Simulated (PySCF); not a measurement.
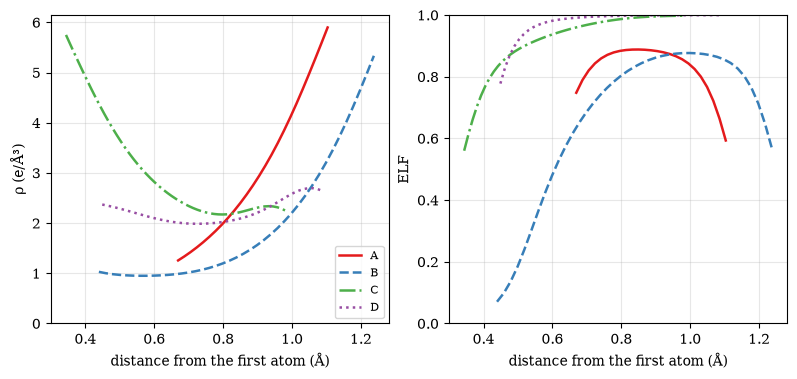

*CH₄BeO (charge +2). Electron density and ELF along straight lines between neighbouring atoms. The curves leave out the atomic cores.*

Geometry: PBE0-D3(BJ)/def2-TZVPD.

These are results of wB97M-D3(BJ)/def2-TZVPD, SCF density, gas phase in PySCF 2.14.0, not measurements.

```csv
atom,x (Å),y (Å),z (Å)
Be,-0.5203,-0.3710,1.2648
C,-2.2800,-1.9040,-0.1876
O,-1.7589,-1.0971,1.0876
H,-3.2171,-1.4110,-0.4377
H,-2.3709,-2.9260,0.1741
H,-1.5039,-1.7701,-0.9390
H,-2.4421,-1.1631,1.7894
```

Which curve belongs to which contact (Be–O, C–H, C–O and O–H)? The first atom named is at distance zero.

Curve A: Be–O (1.45 Å): the density is about 1.5 e/Å³ at the midpoint; the ELF peaks at about 0.90 in the valence shell of O, 0.6 Å from its nucleus, and is about 0.85 at the midpoint. Curve B: C–O (1.60 Å): ρ is about 1.2 e/Å³ halfway, with its minimum of 0.95 e/Å³ about 0.6 Å from C; the ELF peaks at about 0.90 between the atoms; a shared but strongly polarised pair. Curve C: O–H (0.98 Å): ρ is about 3.8 e/Å³ halfway; the ELF climbs to about 1 towards the hydrogen, as it does in any bond to H: an ordinary covalent bond to hydrogen. Curve D: C–H (1.09 Å): ρ is about 2.2 e/Å³ halfway; the ELF climbs to about 1 towards the hydrogen: an ordinary covalent bond to hydrogen.
